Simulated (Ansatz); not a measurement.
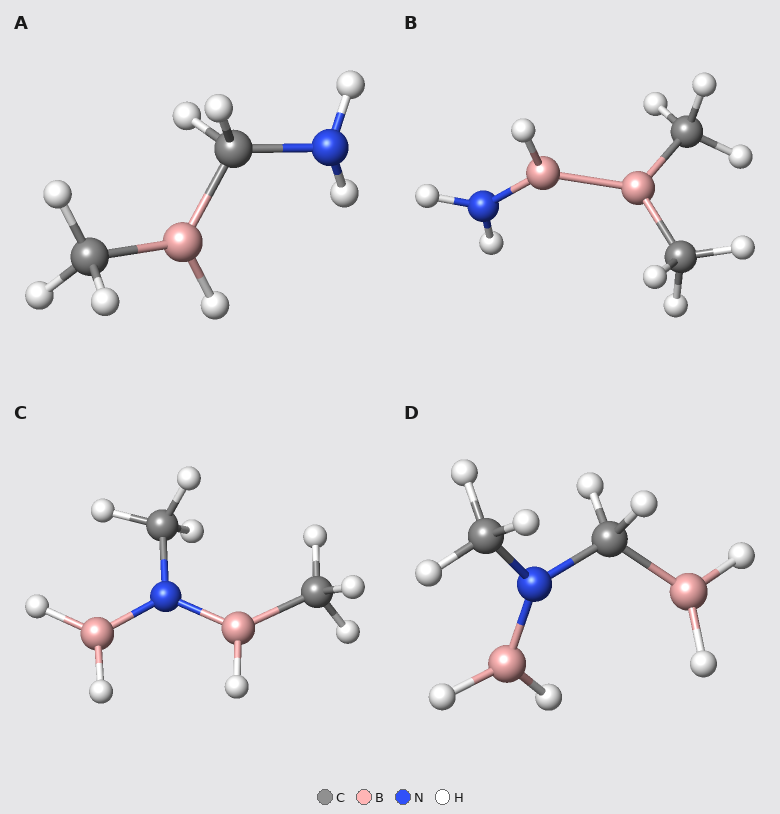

(Drawn from a calculation with Ansatz.)

Match each picture to its SMILES.
(1) CBCN
(2) CB(C)BN
(3) BCN(B)C
(4) BN(C)BC

Answer. A is (1), B is (2), C is (4), D is (3).
